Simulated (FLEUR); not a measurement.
Band structure of Li (Im-3m, 1 atom in the cell).

```xyz
1
Lattice="-1.7450 1.7450 1.7450 1.7450 -1.7450 1.7450 1.7450 1.7450 -1.7450" Properties=species:S:1:pos:R:3 pbc="T T T"
Li     0.0000     0.0000     0.0000
```

Method of the run: PBE, all-electron FLAPW (FLEUR), scalar-relativistic valence run with FLEUR.

Settings: Kmax = 3.8 1/bohr; GmaxXC = 11.4 1/bohr; xcFunctional = pbe; jspins = 1; l_soc = F; mode = hist; fermiSmearingEnergy = 0.00499791 Htr; mesh (inpgen div1-3) = 11 11 11; inpgen gamma flag = false; Gmax = 11.4 1/bohr; numbands = 0; maxIterBroyd = 99; imix = Anderson; alpha = 0.05.

The starting cell has typed, rounded lattice constants, without a prior relaxation at this level. Values depend on the basis (sphere radii, cutoffs, local orbitals), which need not be converged.

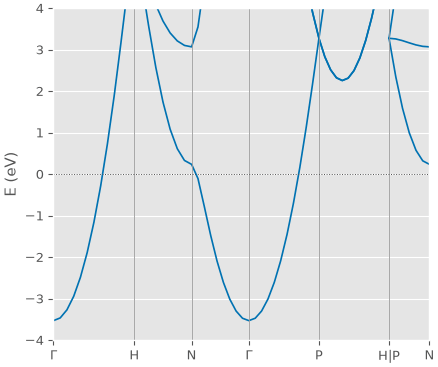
Figure: Bands along the path, energies from the Fermi level.

Levels in eV from the Fermi level, bands 1 to 4:
```csv
point,1,2,3,4
Γ,-3.53,14.16,14.16,14.16
H,5.33,5.33,5.33,7.55
N,0.24,3.07,10.01,11.45
P,3.27,3.27,3.27,7.98
```
